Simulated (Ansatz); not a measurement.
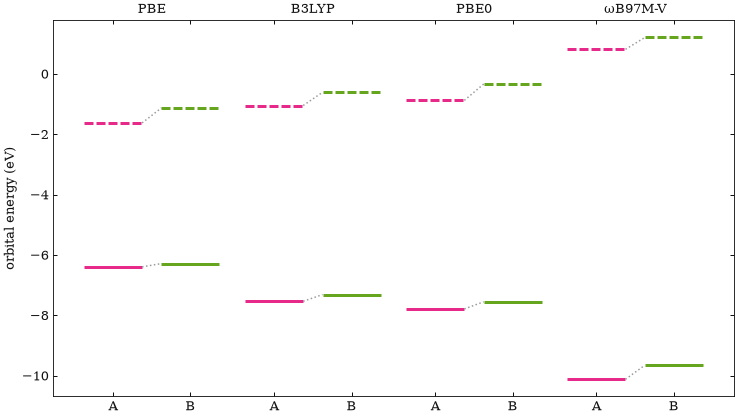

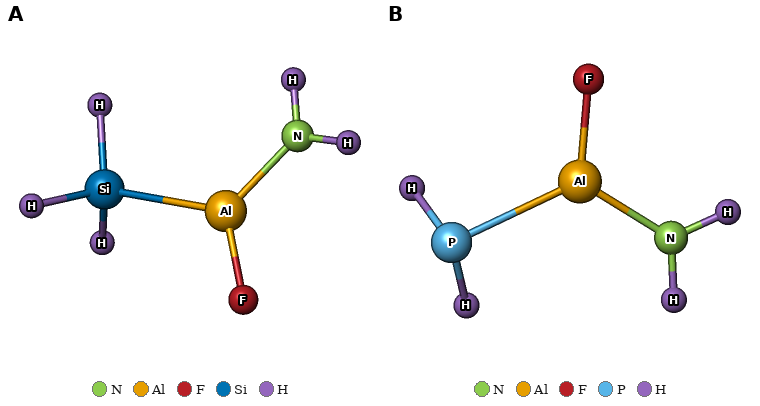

One change: A, AlSiNH₅F (SMILES [NH2][Al]([F])[SiH3]), becomes B, AlPNH₄F (SMILES [NH2][Al]([F])[PH2]). SiH₃ on Al is replaced by PH₂. HOMO (solid) and LUMO (dashed) computed in def2-TZVPP at PBE0-D4/def2-TZVP geometries, both minima by their frequencies, gas phase, the Ansatz code 0.2.0. Empty levels above zero depend strongly on the basis.

**What does the change do to HOMO and LUMO?**

PBE: the HOMO rises by 0.11 eV, the LUMO rises by 0.50 eV, and the separation goes from 4.77 to 5.16 eV. B3LYP: the HOMO rises by 0.22 eV, the LUMO rises by 0.44 eV, and the separation goes from 6.49 to 6.70 eV. PBE0: the HOMO rises by 0.24 eV, the LUMO rises by 0.54 eV, and the separation goes from 6.91 to 7.22 eV. ωB97M-V: the HOMO rises by 0.47 eV, the LUMO rises by 0.39 eV, and the separation goes from 10.93 to 10.86 eV.

**Do the functionals agree on the effect?**

They agree on the direction for both levels; the HOMO shift lies between 0.11 and 0.47 eV and the LUMO shift between 0.39 and 0.54 eV, while the separations themselves differ by up to 6.2 eV between functionals.
